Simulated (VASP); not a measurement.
Given:

```
CELL_PARAMETERS angstrom
      4.42201     0.00000     0.00000
     -2.21101     3.82958     0.00000
      0.00000     0.00000    13.91311
ATOMIC_POSITIONS crystal
  Al 0.00000 0.00000 0.50000
  Al 0.66667 0.33333 0.50000
```

Calculation: PBEsol GGA, VASP's PBE PAW potentials (set 64) (plane waves; VASP). Run with 400 eV cut-off, 11×11×1 Γ-centred mesh, tetrahedra with Blöchl corrections, potentials Al.

The cell holds a wide vacuum, so values per volume refer to the whole cell.

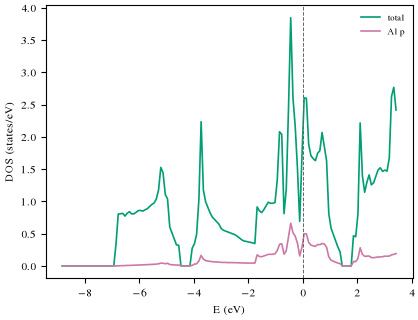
Fig. 1. Total and projected density of states, zero at the Fermi level

Within 2 eV below the Fermi level the largest weight inside VASP's projection spheres is Al p.

It has no gap at this level: it comes out as a metal or semimetal.

The cell is a sheet with vacuum, built from a generated structure.
